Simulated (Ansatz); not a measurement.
# Random rock-salt alloy of CaS and PbS (64 atoms): support functions against a reference, part 2 of 2

Aim: test how closely localised support functions follow the reference on random rock-salt alloy of CaS and PbS (64 atoms), and at what cost. A setting counts as converged where the r.m.s. difference of forces stays under 1 % of the r.m.s. force.

Ansatz 0.2.0; Kohn-Sham DFT, PBE, PAW (set soft_2), plane waves.

The cell: 28 Pb, 32 S and 4 Ca. The host structure and its lattice constant were typed by rule, without a check against the phase diagram. Only the Γ point is sampled, in a cell whose shortest periodic width is 12 Å. Spin–orbit coupling is left out.

So far. Step 3 (Support functions low): Forces differ from the reference by 0.46 meV/Å r.m.s., 0.27 % of their size, well within a tolerance of 1 %; the energy by -0.52 meV/atom. It took 77 s and 10 cycles; the reference's time can't be set against it, since the two runs asked for unlike analyses. Step 4 (Support functions medium): Forces differ from the reference by 0.41 meV/Å r.m.s., 0.25 % of their size, well within a tolerance of 1 %; the energy by -0.52 meV/atom.

### Step 6. A run with a doubtful setting

A doubtful change is made on purpose, to see how the program answers.

This step: Kohn-Sham DFT, PBE, PAW (set soft_2), plane waves (Ansatz 0.2.0).

input.yaml reads:

```yaml
crystal:
  lattice:
    - [11.8104, 0.0, 0.0]
    - [0.0, 11.8104, 0.0]
    - [0.0, 0.0, 11.8104]
  atoms:
    [... the 64 atom lines of step 2 ...]
kpoints:
  mp_grid: { grid: [1, 1, 1] }
hamiltonian:
  xc: pbe
scf:
  occupations: { method: fermi_dirac, width: 0.05 }
  max_iter: 100
output:
  forces: true
magnetization:
  spin_polarized: 2.5
```

Started as:

```
ansatz run input.yaml --threads 4 --pin off --max-ram 8192MiB --backend cpu --events-out ev --progress --plain --runs-dir out
```

Numbers of over 12 decimals in the logs are rounded to 6 here.

Log:

```text
Error: YAML parse error: error: line 81 column 19: invalid boolean (strict mode expects true/false)
  --> <input>:81:19
   |
79 |   forces: true
80 | magnetization:
81 |   spin_polarized: 2.5
   |                   ^ invalid boolean (strict mode expects true/false)
```

The job ended after 0.01 s (4 threads of Arm Neoverse V2, shared host; peak memory 0.12 GiB; 0.01 s of CPU time).

The program refused the input before any cycle.

The program's message: “Error: YAML parse error: error: line 81 column 19: invalid boolean (strict mode expects true/false)”

The fault in the input: a value that the key doesn't take (magnetization.spin_polarized = 2.5). The fix is to take out magnetization.spin_polarized.

Runs without a result: support functions medium, radius 3.53 Å (error).

### Step 7. Cost against change

Differences are against the plane-wave reference (Kohn-Sham DFT, PBE, PAW (set soft_2), plane waves), whose r.m.s. force component is 0.169 eV/Å. Energies are set beside the reference only for runs with its functional, potentials and electron count. Times are for 4 threads of Arm Neoverse V2, shared host. The reference's time includes the DOS, ELF, the stress and grids, which some other runs skip.

```
                     run  Δ force, r.m.s. (meV/Å)  share of r.m.s. force (%)  Δ energy (meV/atom)  Δ gap (eV)  cycles  time  host memory (GiB)
               reference                        -                          -                    -           -      10  26 s                  2
   support functions low                    0.461                      0.273               -0.522           0      10  77 s                3.3
support functions medium                    0.413                      0.245               -0.522     -1.0e-4      11  84 s                3.3
```

### Step 8. The reference in detail

The comparisons rest on this run, so its electronic structure is set out here.

Length of the force by element:

```csv
element,coordination,atoms,mean length of the force (eV/Å),spread,least,most
Ca,all,4,0.166,0.0397,0.11,0.222
Pb,all,28,0.148,0.0488,0.0428,0.269
S,all,32,0.340,0.173,0.0264,0.731
```

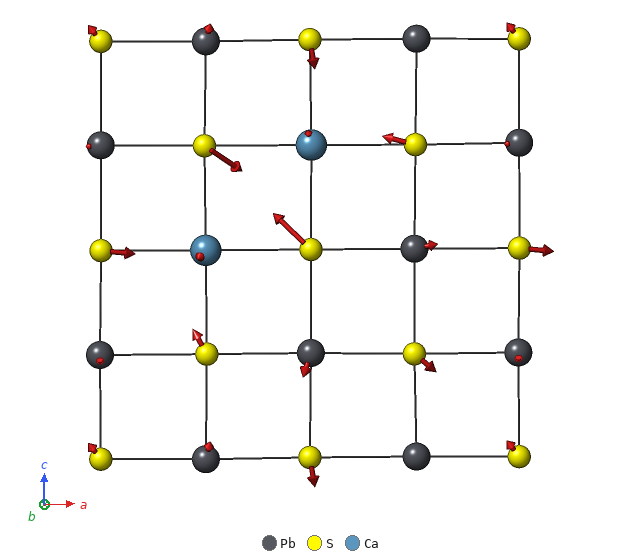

Forces as arrows; the longest in the cell is 0.730 eV/Å. Drawn is a slice 4 Å thick, seen along the normal of the ac plane.

Intrinsic-atomic-orbital charges by element:

```csv
element,coordination,atoms,mean charge (e),spread,least,most
Ca,all,4,1.55,0.0048,1.54,1.56
Pb,all,28,0.539,0.0205,0.489,0.563
S,all,32,-0.666,0.0976,-0.956,-0.549
```

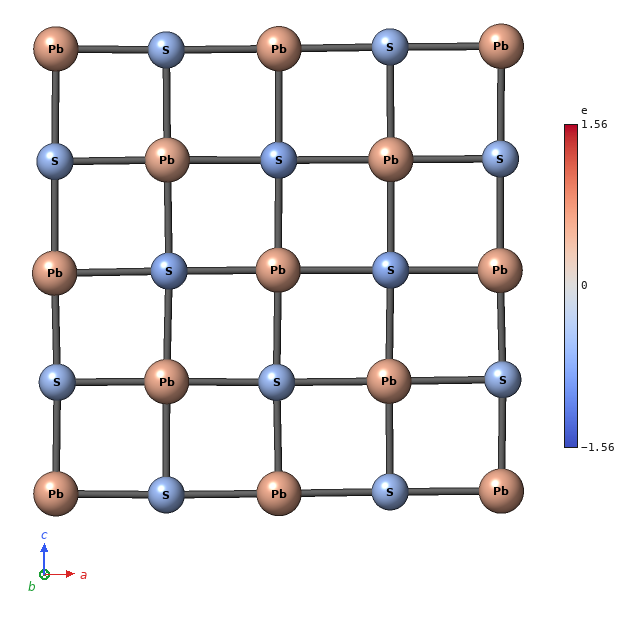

Atoms coloured by intrinsic-atomic-orbital charge. Drawn is a slice 4 Å thick, seen along the normal of the ac plane.

Charge against the make-up of the first shell:

```
Ca neighbours of S  atoms  mean charge (e)
                 0     13           -0.567
                 1     15             -0.7
                 2      3           -0.825
                 3      1           -0.956
```

States in the cell by windows of 1 eV, zero at the Fermi level; the larger projections on atomic orbitals stand beside the total:

| from (eV) | to (eV) | total | S p | Pb p | Pb s | S s | Pb d |
| --- | --- | --- | --- | --- | --- | --- | --- |
| -18 | -17 | 266.2 | 0.6 | 0.1 | 0.0 | 0.8 | 264.6 |
| -17 | -16 | 13.8 | 0.0 | 0.0 | 0.0 | 0.0 | 13.8 |
| -16 | -14 | 0.0 | 0.0 | 0.0 | 0.0 | 0.0 | 0.0 |
| -14 | -13 | 12.8 | 0.1 | 1.5 | 2.3 | 8.5 | 0.1 |
| -13 | -12 | 49.1 | 0.2 | 6.8 | 1.8 | 39.0 | 0.7 |
| -12 | -11 | 2.1 | 0.0 | 0.1 | 0.0 | 1.9 | 0.1 |
| -11 | -10 | 0.0 | 0.0 | 0.0 | 0.0 | 0.0 | 0.0 |
| -10 | -9 | 6.2 | 1.7 | 0.0 | 4.4 | 0.1 | 0.0 |
| -9 | -8 | 30.7 | 5.7 | 0.0 | 22.9 | 1.9 | 0.1 |
| -8 | -7 | 17.2 | 1.8 | 0.1 | 12.4 | 2.8 | 0.0 |
| -7 | -6 | 2.0 | 0.1 | 0.0 | 1.3 | 0.6 | 0.0 |
| -6 | -5 | 6.0 | 3.2 | 2.7 | 0.0 | 0.0 | 0.0 |
| -5 | -4 | 29.8 | 18.3 | 11.1 | 0.0 | 0.0 | 0.1 |
| -4 | -3 | 48.5 | 35.4 | 11.0 | 0.4 | 0.4 | 0.1 |
| -3 | -2 | 54.9 | 49.1 | 3.8 | 0.5 | 0.1 | 0.3 |
| -2 | -1 | 37.1 | 28.0 | 2.3 | 5.5 | 0.2 | 0.2 |
| -1 | 0 | 15.7 | 10.3 | 0.9 | 3.9 | 0.1 | 0.0 |
| 0 | 1 | 8.1 | 0.3 | 5.8 | 0.0 | 1.7 | 0.0 |
| 1 | 2 | 43.5 | 3.7 | 34.3 | 0.0 | 3.6 | 0.0 |
| 2 | 3 | 38.1 | 3.6 | 22.8 | 0.0 | 1.1 | 0.0 |

Between -26 and -18 eV lie 24 more states.

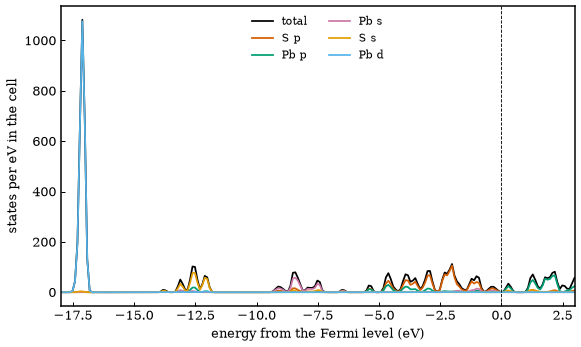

Total and projected density of states, with the broadening of the input.

The levels nearest the highest filled one (over half full), pooled over k-points and spins:

```
level less the highest filled one (eV)  occupation
                                -0.704           2
                                -0.689           2
                                -0.303           2
                                -0.160        2.00
                                -0.153        2.00
                                     0        1.97
                                 0.435       0.021
                                 0.492       0.007
                                 0.507       0.005
                                 0.579       0.001
                                  1.37           0
                                  1.39           0
```

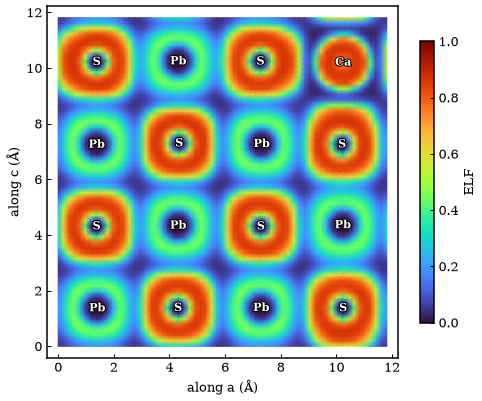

ELF in the ac plane at fractional y = 0.000, with atoms of Pb and S and Ca within 0.2 Å of it. It is the smooth field of the valence electrons, not physical close to the nuclei. The map starts off the cell's origin, so that atoms lie inside it.

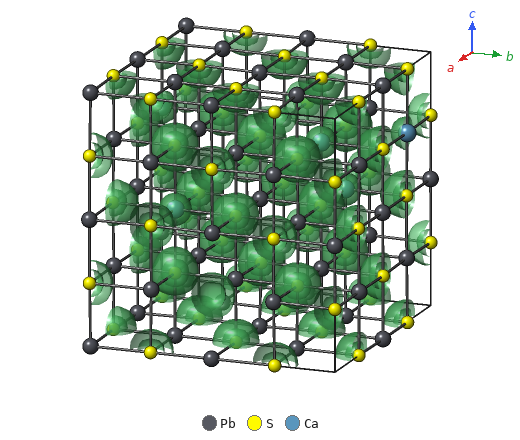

Surface of ELF = 0.8.

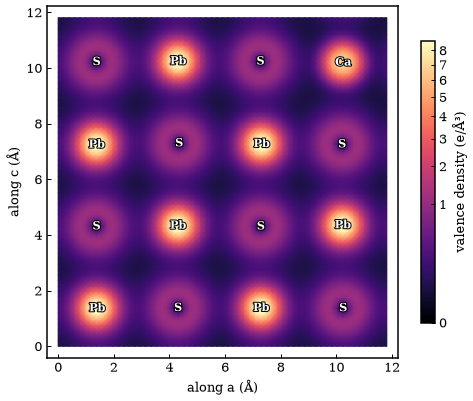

Valence density in the ac plane at fractional y = 0.000, with atoms of Pb and S and Ca within 0.2 Å of it. It is the smooth field of the valence electrons, not physical close to the nuclei. The map starts off the cell's origin, so that atoms lie inside it. The colour scale is stretched toward low values.

Mean intrinsic-atomic-orbital charges: Ca +1.55, Pb +0.54, S -0.67 e. The charge on S changes by -0.130 e for each Ca neighbour that takes the place of another kind, on average. The largest share in the top eV of filled states is S p (68 % of the projected weight), and in the lowest eV of empty states Pb p (73 % of the projected weight).

### Step 9. Structure statistics

These statistics describe the geometry on which the runs were made.

Density 7.04 g/cm³, 25.74 Å³ an atom.

Pair distribution functions g(r), in bins of 0.2 Å:

```
r (Å)  total    S-S   S-Pb   S-Ca  Pb-Pb  Pb-Ca  Ca-Ca
 2.80   0.23   0.00   0.53   0.00   0.00   0.00   0.00
 3.00   6.83   0.00  13.56  14.01   0.00   0.00   0.00
 3.20   0.00   0.00   0.00   0.00   0.00   0.00   0.00
 3.40   0.00   0.00   0.00   0.00   0.00   0.00   0.00
 3.60   0.00   0.00   0.00   0.00   0.00   0.00   0.00
 3.80   0.00   0.00   0.00   0.00   0.00   0.00   0.00
 4.00   0.04   0.08   0.00   0.00   0.10   0.00   0.00
 4.20   7.01  14.04   0.00   0.00  14.02  14.07  13.99
 4.40   0.00   0.00   0.00   0.00   0.00   0.00   0.00
 4.60   0.00   0.00   0.00   0.00   0.00   0.00   0.00
 4.80   0.00   0.00   0.00   0.00   0.00   0.00   0.00
 5.00   1.09   0.00   2.25   1.79   0.00   0.00   0.00
 5.20   2.04   0.00   4.03   4.49   0.00   0.00   0.00
 5.40   0.00   0.00   0.00   0.00   0.00   0.00   0.00
 5.60   0.00   0.00   0.00   0.00   0.00   0.00   0.00
 5.80   0.74   1.49   0.00   0.00   1.46   1.70   0.00
 6.00   1.02   2.04   0.00   0.00   2.00   2.33   0.00
 6.20   0.00   0.00   0.00   0.00   0.00   0.00   0.00
 6.40   0.00   0.00   0.00   0.00   0.00   0.00   0.00
 6.60   5.64   0.00  11.25  11.25   0.00   0.00   0.00
 6.80   0.00   0.00   0.00   0.00   0.00   0.00   0.00
 7.00   0.00   0.00   0.00   0.00   0.00   0.00   0.00
 7.20   4.63   9.24   0.00   0.00   9.29   9.51   6.33
 7.40   0.07   0.14   0.00   0.00   0.06   0.33   0.00
 7.60   0.00   0.00   0.00   0.00   0.00   0.00   0.00
 7.80   0.00   0.00   0.00   0.00   0.00   0.00   0.00
```

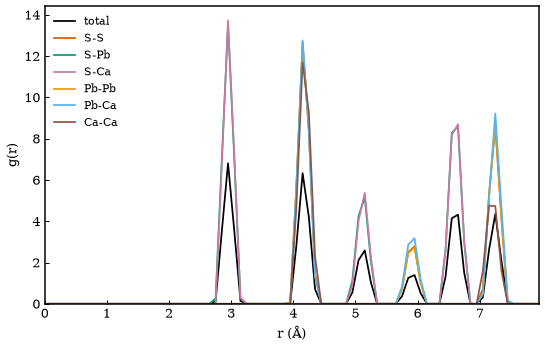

Pair distribution functions, lightly smoothed.

Bonds by pair of elements; cutoffs follow the first minimum of g(r), held within bounds set by covalent radii, and pairs that aren't listed don't count as bonded:

| pair A-B | cutoff (Å) | bonds | mean length (Å) | spread (Å) | shortest (Å) | B about A | A about B |
| --- | --- | --- | --- | --- | --- | --- | --- |
| S-Pb | 3.38 | 168 | 2.95 | 0.029 | 2.89 | 5.25 | 6 |
| S-Ca | 3.38 | 24 | 2.96 | 0.023 | 2.91 | 0.75 | 6 |

How many atoms have how many bonded neighbours:

```
element  mean   6
     Ca     6   4
     Pb     6  28
      S     6  32
```

For some of the pairs, g(r) has its first main peak near 4.18 Å (S-S), 2.95 Å (S-Pb), 2.96 Å (S-Ca), 4.17 Å (Pb-Pb) and 4.18 Å (Pb-Ca). Counting bonds as in the table, all Ca atoms have 6, all Pb atoms have 6 and all S atoms have 6 bonded neighbours.

The surroundings of S28, which bears the longest force, nearest first, numbered as they follow in the input and with coordinates relative to it.

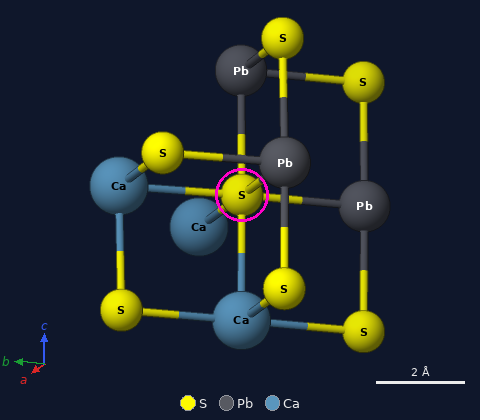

The atoms of the table, within 4.2 Å (arrows a, b, c point along x, y, z); some may hide others; the central atom is ringed.

```csv
atom,x,y,z,distance (Å),bonds,intrinsic-atomic-orbital charge (e),Fx,Fy,Fz (eV/Å)
S28,0.00,0.00,0.00,0.00,6,-0.96,0.524,0.348,-0.370
Pb27,-2.93,-0.02,0.03,2.93,6,0.52,-0.081,-0.034,-0.004
Pb23,0.04,0.01,2.95,2.95,6,0.52,0.029,-0.102,0.153
Ca31,0.04,0.00,-2.96,2.96,6,1.55,-0.069,-0.150,-0.052
Ca13,0.04,2.96,-0.03,2.96,6,1.55,-0.133,-0.016,0.176
Pb29,0.04,-2.98,0.01,2.98,6,0.52,-0.097,-0.012,0.074
Ca59,3.02,-0.01,0.00,3.02,6,1.54,-0.024,-0.059,0.089
S32,-2.92,-0.01,-2.95,4.15,6,-0.71,0.410,0.052,-0.046
S14,-2.93,2.94,0.00,4.15,6,-0.70,0.302,-0.010,-0.124
S18,0.02,-2.95,2.92,4.15,6,-0.58,0.043,-0.058,0.155
S10,0.00,2.91,-2.97,4.16,6,-0.83,0.227,-0.372,0.460
S24,-2.92,0.04,2.97,4.16,6,-0.57,-0.121,-0.066,0.158
S26,0.09,-2.98,-2.94,4.19,6,-0.70,-0.044,0.397,-0.083
```

The column of bonds counts only the pairs S-Pb within 3.38 Å, S-Ca within 3.38 Å; other neighbours, such as metal atoms beside each other in a compound, aren't counted, and periodic images can show an atom twice.

### Step 10. Summary of results

| Property | Result |
| --- | --- |
| free energy per atom | -5774.1623 eV/atom |
| density | 7.044 g/cm³ |
| pressure | 4.386 GPa |
| r.m.s. force component | 0.1686 eV/Å |
| gap (highest filled to lowest empty level) | 0.4352 eV |
| wall time of the 3 DFT runs | 3.1 min |

What this shows: Against plane waves at 420 eV, the forces differ by 0.41 meV/Å (0.25 %) with support functions medium. At 64 atoms the fastest of the runs at a preset level, support functions low, takes roughly 3.0 times the time of plane waves (whose run also made extra analyses, so the like-for-like ratio is larger), in 10 SCF cycles against 10. Differences between support functions and plane waves include what basis error the plane-wave run still has.

Between filled and empty levels lie 0.435 eV at Γ alone; the mesh holds the band edges only if they fold onto it, so the gap at this level can be narrower or closed. Counting bonds as in the table, all Ca atoms have 6, all Pb atoms have 6 and all S atoms have 6 bonded neighbours.

**Limits.** The geometry was built by rule, was displaced at random and isn't relaxed at this level: its force components are 0.17 eV/Å r.m.s. The pressure of 4.4 GPa shows the cell to be compressed for this functional.

[Logs are printed without paths, hosts, clocks, repeated set-up lines and the standing remarks that a program may print on its own settings, such as how far it seeks lower states.]

[Hosts, paths, dates, database ids (printed as entryN), source tags and the programs' standing remarks are cut or masked in the printed files.]
